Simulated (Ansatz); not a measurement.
## CaCr2Ni2: relaxing a made-up structure

Starting from a made-up structure for CaCr2Ni2, the aim is the relaxed cell, its shortest contacts and, where a second run follows, its electronic structure.

Program: Ansatz 0.2.0. Level of theory: DFT, PBE, plane-wave PAW, default files, scalar-relativistic, ferromagnetic start, cell and ions relaxed at zero pressure, in the first sound run; inputs show where later runs differ. Results are calculated unless marked as measured.

In doubt: warnings of the run leave room for a lower electronic state, so energies may not be the lowest and differences between runs may mislead.

## Step 1: The structure

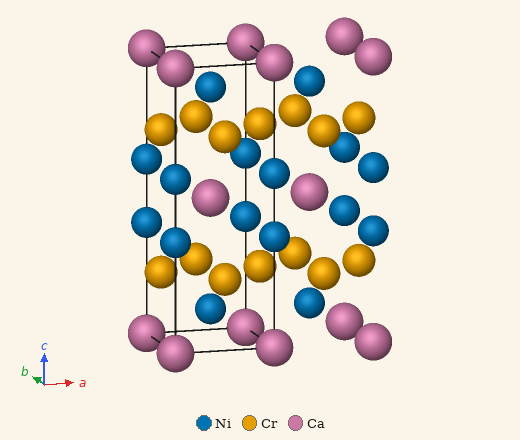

The starting structure, seen slightly off an axis (nickel blue, chromium orange, calcium pink). 2×1×1 cells are drawn. This picture shows the conventional cell, with its axes. Some periodic images of atoms are drawn too.

## Step 2: Relaxing cell and atoms

The guess takes its coordinates from another compound and its volume from a rule, so the cell and any free coordinates are relaxed together.

input.yaml reads:

```yaml
crystal:
  lattice:
    - [-1.8725, 1.8725, 5.2915]
    - [1.8725, -1.8725, 5.2915]
    - [1.8725, 1.8725, -5.2915]
  atoms:
    - { symbol: Ni, position: [0.611, 0.611, 0.0], spin: 1.0 }
    - { symbol: Ni, position: [0.389, 0.389, 0.0], spin: 1.0 }
    - { symbol: Cr, position: [0.75, 0.25, 0.5], spin: 3.0 }
    - { symbol: Cr, position: [0.25, 0.75, 0.5], spin: 3.0 }
    - { symbol: Ca, position: [0.0, 0.0, 0.0] }
magnetization:
  spin_polarized: true
kpoints:
  mp_grid: { grid: [10, 10, 10] }
scf:
  occupations: { method: fermi_dirac, width: 0.05 }
hamiltonian:
  xc: pbe
  pseudopotentials: { kind: paw }
relax:
  f_tol: 0.015
  max_steps: 70
  cell: {}
output:
  forces: true
  stress: true
```

Launch:

```
ansatz run input.yaml --threads 4 --pin off --max-ram 8192MiB --backend cpu --events-out ev --progress --plain --runs-dir out
```

Numbers of over 12 decimals in the logs are rounded to 6 here.

The program printed:

```text
basis.fft_grid_basis auto: the FFT boxes are laid along the combinations [[1, 0, 1], [0, 1, 1], [0, 0, 1]] of the cell's own vectors, 3.745, 3.745 and 5.917 Å long. The dense box has 27×27×40 points. Along the cell's own vectors, as sized, it would have 40×40×40, 2.19 times as many. Of the 16 symmetry operations that the crystal satisfies within crystal.symmetry.tolerance (time reversal apart; of a slab, those that k [...]
Engine: ansatz 0.2.0, aarch64-unknown-linux-gnu
Pseudopotentials: kind: paw
Pseudopotential: Ni, paw, valence charge 18, recommended cutoff 420 eV (normal), Ni.paw.azcp
Pseudopotential: Cr, paw, valence charge 14, recommended cutoff 420 eV (normal), Cr.paw.azcp
Pseudopotential: Ca, paw, valence charge 10, recommended cutoff 420 eV (normal), Ca.paw.azcp
Functional definition: PBE
  parameter kappa = 0.804
  parameter beta = 0.066725
  exchange = pbe_x(kappa = kappa, mu = beta*pi^2/3)
  correlation = pbe_c(beta = beta)
Crystal: 5 atoms, lattice volume = 74.213 Å³
Basis set: ecut = 420 eV, 1453 PW (Γ), FFT grids on a1+a3, a2+a3, a3, exchange–correlation on 54×54×80 points (8 copies of the dense FFT grid, shifted against one another)
Bands: 50, of which v1, the nominal top of the filled ones, is band 37 counted from 1 (36 counted from 0)
Symmetry: 16 space group operations
Space group: I4/mmm (ITA 139), of the structure as read, at distance tolerance 4.2e-5 Å
Magnetic group: BNS 139.531 (UNI 1191), of the structure as read, at distance tolerance 4.2e-5 Å
k-points: 102 of 1000
Non-local potential: Ni, projectors of the file, l = 0: 3, l = 1: 2, l = 2: 3, l = 3: 1
Non-local potential: Cr, projectors of the file, l = 0: 3, l = 1: 2, l = 2: 3, l = 3: 1
Non-local potential: Ca, projectors of the file, l = 0: 3, l = 1: 2, l = 2: 2
PAW form: soft (Blöchl's): semilocal exchange-correlation on the pseudo side does not see the compensation charge
PAW one-centre angular grid: Ni, 590 points (default); XC on 64 Gauss nodes
PAW one-centre angular grid: Cr, 590 points (default); XC on 64 Gauss nodes
PAW one-centre angular grid: Ca, 110 points (default); XC on 64 Gauss nodes
Initial density: superposition of atomic densities (chi_scale 0.1, normalization cell, long waves kept (reshape's long-wave potential 0.00 eV rms))
Starting moments: Σ|m| = 8 μB on 4 of 5 sites
Initial wavefunctions: pseudopotential atomic-orbital guess
Functional: x = pbe(κ = 0.804, μ = 0.219515), c = pbe(β = 0.066725)
SCF iter   1: F=—  HF=-20252.477605 eV  |F-HF|=—  |Δ(HF+E_count)|=         —  Δρ=1.45e-1 (↑1.45e-1 ↓5.61e-2)  dr2=3.38e1  dr2_m=1.82e0  M=5.515 μB ∫|m|=5.550 μB  β_m=0.30  ethr=3.10e-3  ⟨swp⟩=8.7  Hψ=45326  notcnv=0  defer=4
Mixer restart at iter 1: flushing history
preconditioner: auto → Kerker (q_TF=auto, 2.727 Å⁻¹)  [metal: Δε(μ)=0.010 eV  Ē_g=8.476 eV  σ=0.050 eV  W_gap=0.05  n_scr=32 (ndim 8)  ℏωp=27.3 eV  f_vac=0.000  D(μ)=6.30/eV (n_scr^D=78)]
spin=Collinear: Kerker preconditioning applied to the charge; magnetization (m = ρ↑ − ρ↓) channel mixes plain (no charge-response kernel on spin).
SCF iter   2: F=—  HF=-20248.559404 eV  |F-HF|=—  |Δ(HF+E_count)|=    3.92e0  Δρ=6.05e-2 (↑6.05e-2 ↓4.03e-2)  dr2=1.05e1  dr2_m=4.34e-1  M=5.797 μB ∫|m|=5.817 μB  β_m=0.39  ethr=3.10e-3  ⟨swp⟩=3.1  Hψ=22487  notcnv=0  defer=732
SCF iter   3: F=—  HF=-20249.478053 eV  |F-HF|=—  |Δ(HF+E_count)|=   9.19e-1  Δρ=2.69e-2 (↑2.69e-2 ↓1.63e-2)  dr2=1.18e0  dr2_m=1.25e-1  M=5.729 μB ∫|m|=5.762 μB  β_m=0.41  ethr=3.10e-3  ⟨swp⟩=3.2  Hψ=20321  notcnv=0  defer=691
SCF iter   4: F=—  HF=-20249.508490 eV  |F-HF|=—  |Δ(HF+E_count)|=   3.04e-2  Δρ=2.64e-2 (↑1.11e-2 ↓2.64e-2)  dr2=1.04e0  dr2_m=9.08e-2  M=5.570 μB ∫|m|=5.617 μB  β_m=0.52  ethr=1.60e-3  ⟨swp⟩=2.8  Hψ=18305  notcnv=0  defer=602
SCF iter   5: F=—  HF=-20249.929606 eV  |F-HF|=—  |Δ(HF+E_count)|=   4.21e-1  Δρ=9.47e-3 (↑6.77e-3 ↓9.47e-3)  dr2=1.46e-1  dr2_m=1.99e-2  M=5.247 μB ∫|m|=5.326 μB  β_m=0.76  ethr=1.40e-3  ⟨swp⟩=2.8  Hψ=16514  notcnv=0  defer=602
SCF iter   6: F=—  HF=-20249.990141 eV  |F-HF|=—  |Δ(HF+E_count)|=         —  Δρ=1.20e-2 (↑1.20e-2 ↓9.34e-3)  dr2=1.41e-2  dr2_m=7.34e-2  M=4.790 μB ∫|m|=4.874 μB  β_m=0.76  ethr=1.97e-4  ⟨swp⟩=2.3  Hψ=16740  notcnv=0  defer=600
Mixer restart at iter 6: flushing history
SCF iter   7: F=—  HF=-20249.989646 eV  |F-HF|=—  |Δ(HF+E_count)|=   4.95e-4  Δρ=8.01e-3 (↑6.74e-3 ↓8.01e-3)  dr2=2.14e-2  dr2_m=3.01e-2  M=4.598 μB ∫|m|=4.685 μB  β_m=0.88  ethr=1.90e-5  ⟨swp⟩=2.0  Hψ=19364  notcnv=0  defer=600
SCF iter   8: F=—  HF=-20250.003617 eV  |F-HF|=—  |Δ(HF+E_count)|=   1.40e-2  Δρ=9.25e-3 (↑9.25e-3 ↓8.91e-3)  dr2=1.11e-1  dr2_m=1.44e-2  M=4.432 μB ∫|m|=4.524 μB  β_m=0.78  ethr=1.90e-5  ⟨swp⟩=2.1  Hψ=19848  notcnv=0  defer=600
SCF iter   9: F=—  HF=-20249.985840 eV  |F-HF|=—  |Δ(HF+E_count)|=   1.78e-2  Δρ=2.88e-3 (↑2.88e-3 ↓2.49e-3)  dr2=8.73e-4  dr2_m=4.54e-3  M=4.184 μB ∫|m|=4.280 μB  β_m=0.57  ethr=1.90e-5  ⟨swp⟩=2.1  Hψ=21419  notcnv=0  defer=567
SCF iter  10: F=—  HF=-20249.986375 eV  |F-HF|=—  |Δ(HF+E_count)|=   5.35e-4  Δρ=1.12e-3 (↑7.61e-4 ↓1.12e-3)  dr2=3.81e-4  dr2_m=5.41e-4  M=3.909 μB ∫|m|=4.009 μB  β_m=0.92  ethr=1.18e-6  ⟨swp⟩=2.2  Hψ=18647  notcnv=0  defer=567
SCF iter  11: F=—  HF=-20249.986511 eV  |F-HF|=—  |Δ(HF+E_count)|=   1.36e-4  Δρ=5.65e-4 (↑5.65e-4 ↓2.49e-4)  dr2=2.06e-4  dr2_m=7.63e-5  M=3.765 μB ∫|m|=3.864 μB  β_m=0.88  ethr=5.15e-7  ⟨swp⟩=2.0  Hψ=16808  notcnv=0  defer=567
SCF iter  12: F=—  HF=-20249.986481 eV  |F-HF|=—  |Δ(HF+E_count)|=   3.01e-5  Δρ=4.80e-4 (↑4.80e-4 ↓3.00e-4)  dr2=5.65e-5  dr2_m=8.79e-5  M=3.747 μB ∫|m|=3.845 μB  β_m=0.83  ethr=2.79e-7  ⟨swp⟩=2.0  Hψ=16485  notcnv=0  defer=567
SCF iter  13: F=—  HF=-20249.986465 eV  |F-HF|=—  |Δ(HF+E_count)|=   1.62e-5  Δρ=2.30e-4 (↑1.19e-4 ↓2.30e-4)  dr2=5.46e-5  dr2_m=2.63e-6  M=3.762 μB ∫|m|=3.859 μB  β_m=0.92  ethr=7.63e-8  ⟨swp⟩=2.0  Hψ=15941  notcnv=0  defer=567
SCF iter  14: F=—  HF=-20249.986464 eV  |F-HF|=—  |Δ(HF+E_count)|=   1.02e-6  Δρ=8.35e-5 (↑3.92e-5 ↓8.35e-5)  dr2=5.77e-6  dr2_m=5.33e-7  M=3.754 μB ∫|m|=3.851 μB  β_m=0.76  ethr=7.37e-8  ⟨swp⟩=2.1  Hψ=12316  notcnv=0  defer=567
SCF iter  15: F=—  HF=-20249.986463 eV  |F-HF|=—  |Δ(HF+E_count)|=   1.29e-6  Δρ=1.21e-5 (↑1.21e-5 ↓1.12e-5)  dr2=3.50e-7  dr2_m=2.09e-8  M=3.752 μB ∫|m|=3.849 μB  β_m=0.88  ethr=7.80e-9  ⟨swp⟩=2.0  Hψ=13374  notcnv=0  defer=567
SCF iter  16: F=—  HF=-20249.986463 eV  |F-HF|=—  |Δ(HF+E_count)|=   8.55e-8  Δρ=4.64e-6 (↑4.64e-6 ↓3.26e-6)  dr2=3.94e-8  dr2_m=2.69e-9  M=3.751 μB ∫|m|=3.848 μB  β_m=0.84  ethr=4.73e-10  ⟨swp⟩=2.0  Hψ=13511  notcnv=0  defer=567
[...]
relax step   6: F+E_penalty+E_count = -20250.22256651 eV  Δ(F+E_penalty+E_count) = -1.556e-4 eV  max|allowed force component| = 4.386e-3 eV/Å  Δτ_max = 0.0026 Å  P = -0.007 GPa  Ω = 81.648 Å³  energy of the carried Pulay correction = -2.010e-3 eV  (9 SCF iters, dr2 threshold 3.70e-8 eV, accepted)
[...]
relax step   7: F+E_penalty+E_count = -20250.22897049 eV  Δ(F+E_penalty+E_count) = -6.404e-3 eV  max|allowed force component| = 5.523e-3 eV/Å  Δτ_max = 0.0000 Å  P = +0.190 GPa  Ω = 81.648 Å³  stress off target by 2.73e-1 GPa  SCF on the basis re-selected at this cell (its energy is not comparable with the rows above)  (13 SCF iters)
[...]
relax step   8: F+E_penalty+E_count = -20250.22932529 eV  Δ(F+E_penalty+E_count) = -3.548e-4 eV  max|allowed force component| = 2.420e-4 eV/Å  Δτ_max = 0.0039 Å  P = +0.030 GPa  Ω = 81.767 Å³  energy of the carried Pulay correction = -2.833e-5 eV  (9 SCF iters, dr2 threshold 1.86e-7 eV, accepted)
iter 1 solved again at ethr=1.71e-6 eV; its pass at ethr=3.10e-3 eV (dr2=1.27e-3 eV) is discarded
SCF iter   1: F=—  HF=-20250.229327 eV  |F-HF|=—  |Δ(HF+E_count)|=         —  Δρ=4.23e-5 (↑4.23e-5 ↓1.76e-5)  dr2=5.91e-8  dr2_m=2.09e-7  M=5.906 μB ∫|m|=6.027 μB  β_m=0.65  ethr=1.71e-6  ⟨swp⟩=2.2  Hψ=62485  notcnv=0
eigensolver tolerance schedule: the retry pair's looser diagonalisation over-reported the residual by 21466.81 of it (diagonalisation noise at an unbounded share of the residual, at the tolerance the schedule requests for it); recorded, not acted on — ethr = c·dr2/N_el stays at c = 1.0e-1
preconditioner: auto → Kerker (q_TF=auto, 2.040 Å⁻¹)  [metal: Δε(μ)=0.005 eV  Ē_g=7.923 eV  σ=0.050 eV  W_gap=0.02  n_scr=10 (ndim 8)  ℏωp=26.0 eV  f_vac=0.000  D(μ)=6.72/eV (n_scr^D=78)]
spin=Collinear: Kerker preconditioning applied to the charge; magnetization (m = ρ↑ − ρ↓) channel mixes plain (no charge-response kernel on spin).
SCF iter   2: F=—  HF=-20250.229353 eV  |F-HF|=—  |Δ(HF+E_count)|=   2.52e-5  Δρ=1.50e-5 (↑1.50e-5 ↓6.32e-6)  dr2=7.55e-9  dr2_m=2.58e-8  M=5.906 μB ∫|m|=6.027 μB  β_m=0.64  ethr=7.98e-11  ⟨swp⟩=3.0  Hψ=24109  notcnv=0
SCF iter   3: F=—  HF=-20250.229356 eV  |F-HF|=—  |Δ(HF+E_count)|=   3.62e-6  Δρ=1.76e-6 (↑1.76e-6 ↓6.20e-7)  dr2=1.71e-9  dr2_m=6.78e-10  M=5.906 μB ∫|m|=6.027 μB  β_m=0.53  ethr=1.02e-11  ⟨swp⟩=2.0  Hψ=15760  notcnv=0
SCF iter   4: F=—  HF=-20250.229356 eV  |F-HF|=—  |Δ(HF+E_count)|=   2.49e-8  Δρ=2.04e-7 (↑1.54e-7 ↓2.04e-7)  dr2=5.24e-11  dr2_m=2.88e-12  M=5.906 μB ∫|m|=6.027 μB  β_m=0.56  ethr=2.31e-12  ⟨swp⟩=2.0  Hψ=15829  notcnv=0
SCF iter   5: F=—  HF=-20250.229356 eV  |F-HF|=—  |Δ(HF+E_count)|=  7.28e-11  Δρ=1.87e-7 (↑1.87e-7 ↓1.36e-7)  dr2=3.49e-11  dr2_m=4.18e-12  M=5.906 μB ∫|m|=6.027 μB  β_m=0.56  ethr=1.00e-12  ⟨swp⟩=1.0  Hψ=10200  notcnv=0
SCF iter   6: F=—  HF=-20250.229356 eV  |F-HF|=—  |Δ(HF+E_count)|=  4.37e-11  Δρ=1.15e-7 (↑1.15e-7 ↓3.62e-8)  dr2=7.46e-12  dr2_m=3.15e-12  M=5.906 μB ∫|m|=6.027 μB  β_m=0.75  ethr=1.00e-12  ⟨swp⟩=1.0  Hψ=10200  notcnv=0
SCF iter   7: F=—  HF=-20250.229356 eV  |F-HF|=—  |Δ(HF+E_count)|=  7.28e-12  Δρ=6.86e-8 (↑4.23e-8 ↓6.86e-8)  dr2=9.04e-12  dr2_m=1.54e-13  M=5.906 μB ∫|m|=6.027 μB  β_m=0.87  ethr=1.00e-12  ⟨swp⟩=1.0  Hψ=10200  notcnv=0
SCF iter   8: F=—  HF=-20250.229356 eV  |F-HF|=—  |Δ(HF+E_count)|=  3.64e-12  Δρ=1.41e-7 (↑1.02e-7 ↓1.41e-7)  dr2=5.26e-11  dr2_m=3.46e-13  M=5.906 μB ∫|m|=6.027 μB  β_m=0.94  ethr=1.00e-12  ⟨swp⟩=1.0  Hψ=10200  notcnv=0
SCF iter   9: F=-20250.229356 eV  HF=-20250.229356 eV  |F-HF|=0.00e0  |Δ(HF+E_count)|=  3.64e-12  Δρ=2.55e-8 (↑2.55e-8 ↓1.50e-8)  dr2=7.49e-13  dr2_m=1.43e-13  M=5.906 μB ∫|m|=6.027 μB  ethr=1.00e-12  ⟨swp⟩=2.0  Hψ=28262  notcnv=0
SCF 9 converged in 9 iterations: F = -20250.229356 eV  dr2 = 7.49e-13
relax step   9: F+E_penalty+E_count = -20250.22935625 eV  Δ(F+E_penalty+E_count) = -3.097e-5 eV  max|allowed force component| = 3.662e-4 eV/Å  Δτ_max = 0.0000 Å  P = +0.029 GPa  Ω = 81.767 Å³  stress off target by 4.44e-2 GPa  SCF on the basis re-selected at this cell (its energy is not comparable with the rows above)  (9 SCF iters)
basis re-selected at this cell: Δ(F+E_penalty+E_count) = -3.097e-5 eV, ΔP = -0.000 GPa vs the last step (what re-selecting the basis moved, of the pressure what is left beyond the Pulay correction that the steps carried, after the strain that the cell walked since its last selection, with what the two solves' SCF thresholds leave and, on support functions, any second-order correction that the steps lacked; it is no m [...]
WARN: an SCF from ferrimagnetic starting moments (1.00, 1.00, -3.00, 3.00, 0.00 Bohr magnetons, atom by atom) was not made, by what the run has read of turns of its moments that order reads lower: the deck asks for what bars it, or types moments that do (magnetization.spin_polarized, in the input reference, names some of the keys), or the run goes by scf.lower_state_search: light, the default, which as a rule tries one only behind a close that has lost an order of both signs, or on which an open d or half-filled 4f shell of a PAW file has lost a moment that was set nearer to Hund's than to what is left; [rest of the remark cut]
SCF converged after 9 iterations
Magnetization: 5.9063 μB (39.9531 up, 34.0469 down)
Absolute magnetization: 6.0296 μB (∫|ρ↑−ρ↓|, with the PAW one-centre terms)
Spin contamination: 0.1713 ħ² per cell (⟨S²⟩ above its minimum at these occupations)
Per-site moments (μB) at R_I (Å): [(0.342863, 0.994612), (0.342863, 0.994612), (2.252360, 0.999430), (2.252360, 0.999430), (0.027213, 1.259856)]
Free energy (F): -20250.229356 eV
Harris-Foulkes:  -20250.229356 eV  (|F-HF|=0.00e0)
Internal energy: -20250.174165 eV  (E = F + TS)
E sigma→0 (E₀):  -20250.201761 eV
Entropy (-TS):   -0.055191 eV (-11.038 meV/atom)
Fermi energy:    12.680581 eV
--- Per-component energies (eV) ---
  E_band       = -1318.654429
  E_kinetic    = 1527.695697
  E_local      = -12875.652045  (includes V_loc(G=0)·N_el)
  E_nonlocal   = 1497.831718
  E_hartree    = 5437.650135
  E_xc         = -583.201953
  E_vxc        = -742.013320  (∫ρ·V_xc dr)
  E_paw        = -6512.775542  (= ΣΔE_a)
  E_vpaw       = -1601.818421  (= ΣTr[D̂ρ^β])
  E_aug_tail   = 0.001792  (compensation charges beyond the density's cutoff)
  E_ewald      = -8741.723967
  E_smearing   = -0.055191  (= −TS)
  E_closure    = -0.000000  (closes the sum)
  Σ components = -20250.229356   (vs F -20250.229356, Δ=0.00e0)
--- Forces (eV/Å), atoms counted from 1 ---
  atom   1  Ni     0.00000000     0.00000000    -0.00036615
  atom   2  Ni     0.00000000     0.00000000     0.00036615
  atom   3  Cr     0.00000000     0.00000000     0.00000000
  atom   4  Cr     0.00000000     0.00000000     0.00000000
  atom   5  Ca     0.00000000     0.00000000     0.00000000
  max |Σ_I F_I| component: 1.08e-19 eV/Å
--- Stress (GPa, compression-positive) ---
        0.044434      -0.000000       0.000000
       -0.000000       0.044434      -0.000000
        0.000000       0.000000      -0.001016
  P = ⅓ Tr σ = 0.0293 GPa (0.293 kbar)
--- Relaxed structure (7 steps of the walk, 7 accepted, 2 SCFs on fresh bases) ---
  F+E_penalty+E_count = -20250.22935625 eV   max|allowed force component| = 3.662e-4 eV/Å   (the final SCF, on the basis selected at the relaxed cell)
  cell:  # Å, volume = 81.7669 Å³
    - [-1.984272, 1.984272, 5.191765]
    - [1.984272, -1.984272, 5.191765]
    - [1.984272, 1.984272, -5.191765]
  atoms:
    - { symbol: Ni, position: [0.616106, 0.616106, 0] }
    - { symbol: Ni, position: [0.383894, 0.383894, 0] }
    - { symbol: Cr, position: [0.75, 0.250000, 0.5] }
    - { symbol: Cr, position: [0.250000, 0.75, 0.5] }
    - { symbol: Ca, position: [0, 0, 0] }
```

It took 1.7 min on 4 threads of Arm Neoverse V2, shared host; peak memory 0.9 GiB; 6.5 min of CPU time.

Relaxation path:

```tsv
step	energy less that of the first step (eV)	largest force component (eV/Å)	pressure (GPa)	volume (Å³)
1	0.0000	0.2506	6.39	74.21
2	-0.1505	0.0614	4.84	77.61
3	-0.2055	0.0127	-3.02	84.77
4	-0.2345	0.0111	-0.34	82.07
5	-0.2359	0.0092	-0.02	81.70
6	-0.2361	0.0044	-0.01	81.65
7*	-0.2425	0.0055	0.19	81.65
8	-0.2429	0.0002	0.03	81.77
9*	-0.2429	0.0004	0.03	81.77
```

Relaxation steps marked * repeat the geometry before them on a plane-wave basis chosen anew for their cell, so energy and pressure can jump there.

Forces are held to the 16 operations that the run works with; a distortion that breaks them can't arise in this run.

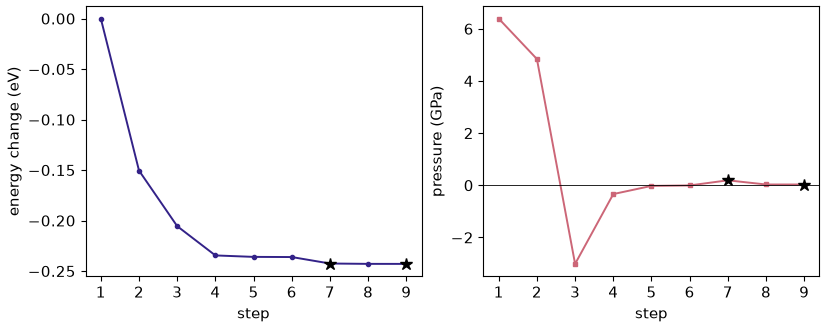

Energy and pressure along the relaxation. Stars mark steps on a basis chosen anew.

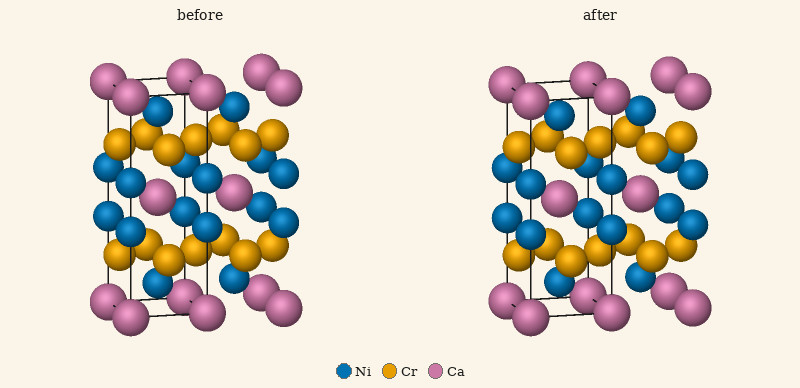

Before and after, at one scale.

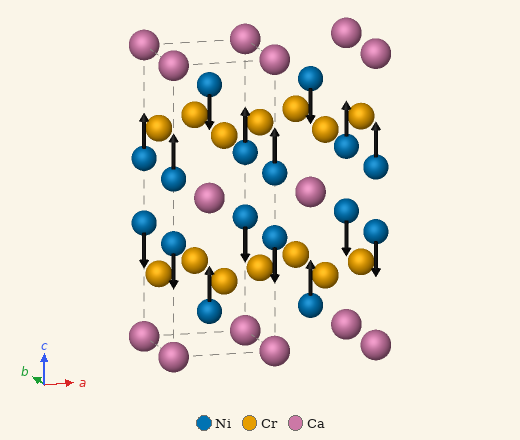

Displacements in the relaxation, exaggerated, measured against the changing cell; the longest in the cell stands for 0.05 Å. 2×1×1 conventional cells are drawn. Some periodic images of atoms are drawn too.

```tsv
conventional cell, symmetrised	before	after	change
a (Å)	3.745	3.969	+6.0 %
b (Å)	3.745	3.969	+6.0 %
c (Å)	10.583	10.384	-1.9 %
volume (Å³/atom)	14.84	16.35	+10.2 %
```

The atoms that moved most (Å, as changes of fractional coordinates times the final cell):

```tsv
atom	dx	dy	dz	length
Ni1	0.000	0.000	0.053	0.053
Ni2	0.000	0.000	-0.053	0.053
```

Numbers from this step:

| Quantity | Value |
| --- | --- |
| free energy | -20250.2294 eV |
| energy at zero smearing | -20250.2018 eV |
| smearing term TS | 0.05519 eV |
| Fermi energy | 12.68 eV |
| magnetization | 5.906 μB |
| absolute magnetization | 6.030 μB |
| site moments | 0.3429, 0.3429, 2.252, 2.252, 0.02721 μB |
| electrons | 74 |
| symmetry operations | 16 |
| pressure | 0.02928 GPa |

Site moment by atom:

```tsv
atom	site moment (μB)
Ni1	0.34
Ni2	0.34
Cr3	2.25
Cr4	2.25
Ca5	0.03
```

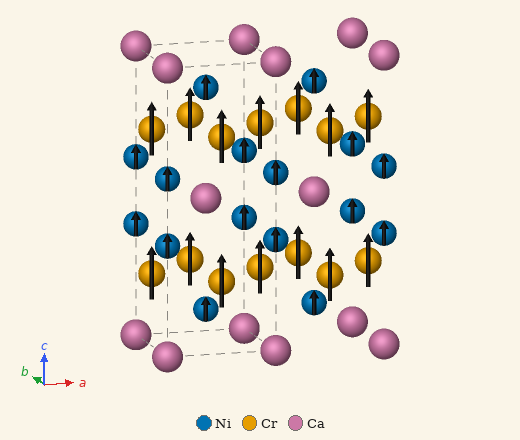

Site moment as arrows, the longest 2.25 μB. Up and down stand for the sign. Arrows give size and sign along the axis of quantisation, drawn up and down the page. Each arrow also spans its atom, so small moments look longer than they are. 2×1×1 conventional cells are drawn. Some periodic images of atoms are drawn too.

Shortest distances by pair of elements, guess and relaxed (not always the same contact):

```tsv
pair	guess (Å)	relaxed (Å)
Ni–Ni	2.349	2.411
Cr–Ni	2.381	2.423
Cr–Cr	2.648	2.806
Ca–Ni	2.897	3.054
Ca–Cr	3.241	3.267
```

The relaxation ends with a largest force component of 3.7e-4 eV/Å and a pressure of 0.03 GPa.

[end of part 1 of 2]

[Logs are printed without paths, hosts, clocks, repeated set-up lines and the standing remarks that a program may print on its own settings, such as how far it seeks lower states.]

[Hosts, paths, dates, database ids (printed as entryN), source tags and the programs' standing remarks are cut or masked in the printed files.]
